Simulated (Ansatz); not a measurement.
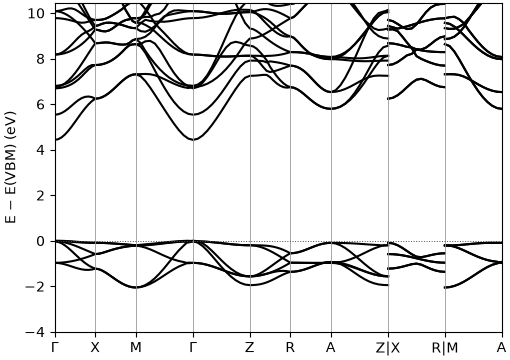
Figure. Band structure from the program Ansatz at the LDA level (PAW)

Q: Read off the gap and where the band edges lie.

A: About 4.4 eV (4.43 eV by a search for the band edges); maximum at Γ, minimum at Γ.

Q: Which compound is it?
(A) H4BrN, P4/nmm (H on 8i, Br on 2c, N on 2a)
(B) YOF, P4/nmm (Y on 2c, O on 2b, F on 2a)
(C) AlGaN2, P-4m2 (Al on 1c, Ga on 1a, N on 2g)
(D) Mg2SeS, P-4m2 (Mg on 2g, Se on 1b, S on 1d)

A: A, H4BrN, P4/nmm (H on 8i, Br on 2c, N on 2a)

The first step of the workflow began from a Materials Project structure, measured or hypothetical; the Crystallography Open Database files this formula in space group No. 129, but the cells were not matched. Whether it is the stable phase at ambient conditions was not checked. The cell was relaxed with LDA under the symmetry of its start; phonons on a q-mesh show no instability. A crystal of weakly bound molecules computed without a dispersion correction: the cell and the soft elastic constants depend strongly on that. Spin–orbit coupling is left out wherever it is not named.

Potentials: the later of the program's two PAW sets.
